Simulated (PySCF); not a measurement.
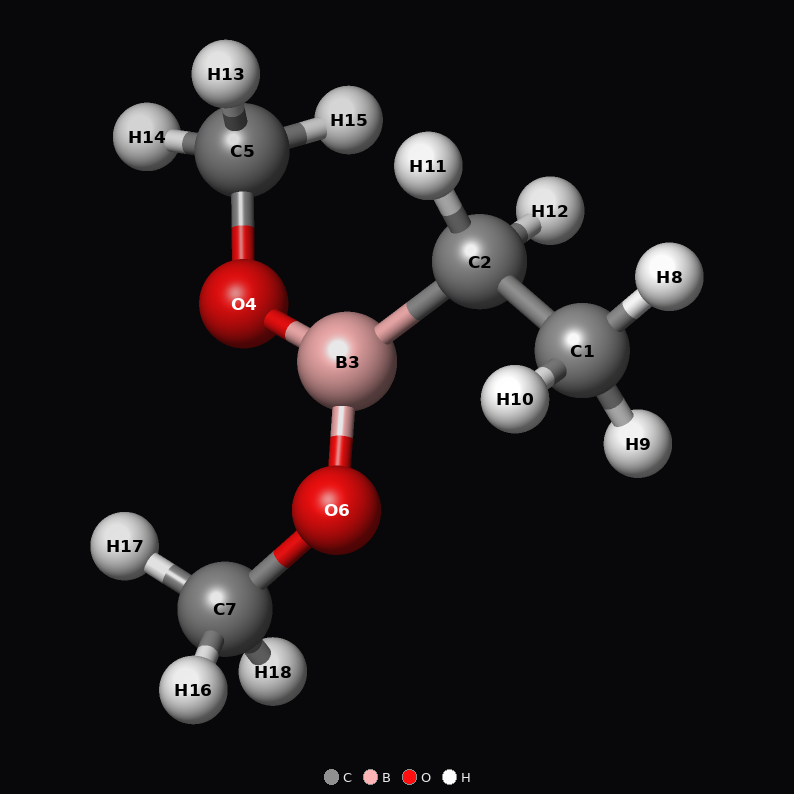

The geometry was computed by an optimisation with GFN2-xTB. No frequency run is at hand to confirm it as a minimum. Electric field gradients from the ground-state density, B3LYP/pcJ-1 (PySCF 2.14.0), non-relativistic apart from any core potentials.

Give the largest field-gradient component, the quadrupole coupling constant and the asymmetry for 11B at B3 (Q = 40.59 mb), 17O at O4 (Q = −25.6 mb), 17O at O6 (Q = −25.6 mb), 2H at H8 (Q = 2.86 mb), 2H at H9 (Q = 2.86 mb), 2H at H10 (Q = 2.86 mb), 2H at H11 (Q = 2.86 mb).

```
atom  V_zz (a.u.)  e²qQ/h (MHz)     η
  B3        0.311          2.97  0.48
  O4        1.631         −9.81  0.06
  O6        1.587         −9.54  0.03
  H8        0.304         0.204  0.02
  H9        0.307         0.206  0.04
 H10        0.307         0.206  0.03
 H11        0.298         0.200  0.04
```

The geometry is semi-empirical. Around B such bond lengths and angles can be off by a tenth of an ångström or more and by several degrees, and values that hang on the shape move with them.
